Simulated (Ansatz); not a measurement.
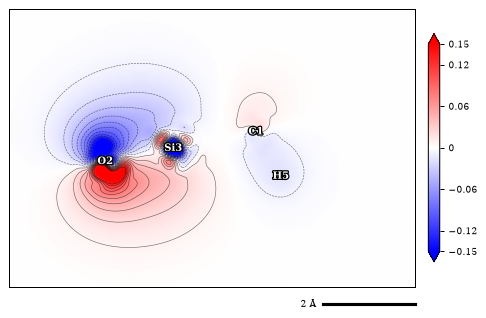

Figure 1: CH$_{3}$OSi (SMILES C[Si+]=O) (charge +1). The HOMO on the plane of atoms Si3, C1 and H5 (values in Å⁻³ᐟ²; the overall sign is arbitrary).

Geometry: B3LYP-D3(BJ)/def2-SVP.

Computed with Ansatz, isolated molecule in a Gaussian basis; Kohn-Sham density functional theory, functional PBE0.

The calculation's input:

```
crystal:
  periodic: [false, false, false]
  atoms:
    - symbol: C
      position_ang: [-4.110140, 2.235021, -1.744081]
    - symbol: O
      position_ang: [-2.109671, 0.865347, 0.553068]
    - symbol: Si
      position_ang: [-3.011145, 1.482571, -0.482129]
    - symbol: H
      position_ang: [-5.135613, 2.256392, -1.333393]
    - symbol: H
      position_ang: [-4.061958, 1.609978, -2.653871]
    - symbol: H
      position_ang: [-3.744779, 3.257661, -1.947636]
basis:
  gaussian: {orbitals: def2-TZVPD}
total_charge: 1
hamiltonian: {xc: {name: PBE0}}
output: {forces: true, orbitals: {seedname: orbitals}}
```

Command:

```sh
ansatz run input.yaml --threads 1 --pin off --max-ram 2610MiB --events-out events.jsonl --progress --plain --runs-dir runs
```

Q: Describe this orbital and give its energy.

A: Its weight (Hirshfeld) is mainly on O2 (about 75 %) and Si3 (about 25 %). It is one of a degenerate set, so its orientation is arbitrary. Its energy is −16.06 eV.
